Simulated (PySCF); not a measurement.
**C3H6FNSi: density, localisation and related maps**

```yaml
atoms:
  - { symbol: C, position_ang: [2.4665, 0.2801, 0.4729] }
  - { symbol: C, position_ang: [1.1785, 0.5625, 0.3580] }
  - { symbol: Si, position_ang: [-0.0891, -0.6437, -0.3267] }
  - { symbol: F, position_ang: [0.2129, -2.1291, 0.2211] }
  - { symbol: N, position_ang: [-1.5642, -0.2478, 0.4598] }
  - { symbol: C, position_ang: [-2.6655, 0.2310, 0.1308] }
  - { symbol: H, position_ang: [2.8621, -0.6776, 0.1757] }
  - { symbol: H, position_ang: [3.1829, 0.9807, 0.8752] }
  - { symbol: H, position_ang: [0.8329, 1.5388, 0.6738] }
  - { symbol: H, position_ang: [-0.0445, -0.7994, -1.7767] }
  - { symbol: H, position_ang: [-2.9528, 0.4960, -0.8912] }
  - { symbol: H, position_ang: [-3.4186, 0.4079, 0.8953] }
```

Geometry: GFN2-xTB.

The calculation used PySCF 2.14.0, PBE0/pcSseg-1, SCF density, gas phase, non-relativistic.

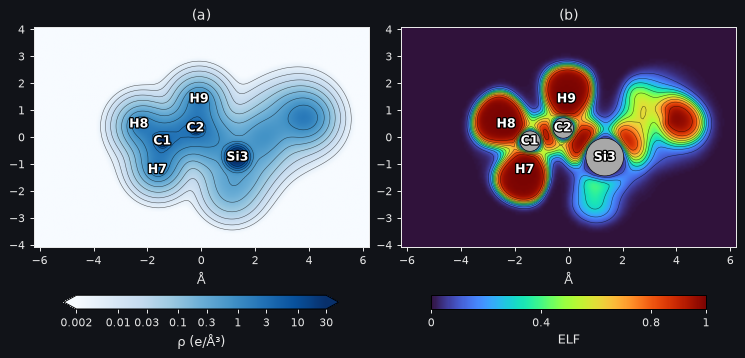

Figure 1. (a) total electron density; (b) ELF on the plane of atoms C2, C1 and H8. Grey discs cover the atomic cores in the ELF map.

Question: Interpret the plot.

Answer:
- The plane passes through C, Si and H nuclei.
- C–C (1.32 Å): the density is about 2.3 e/Å³ at the midpoint; the ELF peaks at about 0.95 between the atoms: a short, multiple covalent bond.
- C–Si (1.88 Å): ρ at the midpoint is about 0.97 e/Å³; the ELF peaks at about 1 between the atoms, as expected for a shared electron pair.
- C–H (1.08 Å): ρ is about 2.1 e/Å³ halfway; the ELF climbs to about 1 towards the hydrogen, as it does in any bond to H; an ordinary covalent bond to hydrogen.

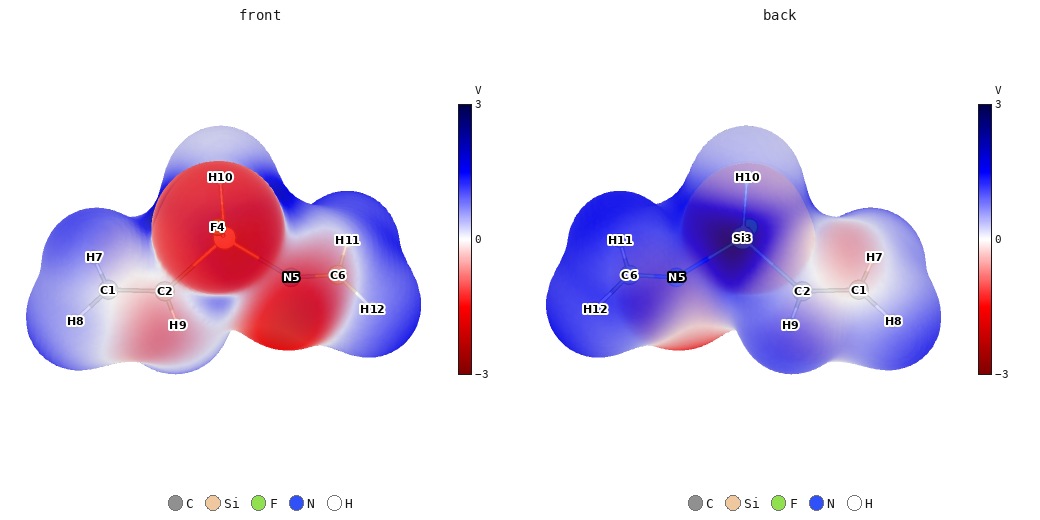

Figure 2. The molecular electrostatic potential painted on the density surface at 0.004 e/bohr³, seen from the front and from behind; red is negative and blue positive.

Question: Where is the surface potential most negative and most positive?

Answer: The most negative region (about −1.8 V) lies over N5, the most positive (about +2.3 V) over Si3. N5 is the likeliest acceptor of a hydrogen bond.

Question: How polar is the molecule by this calculation?

Answer: Its dipole moment is 2.83 D.
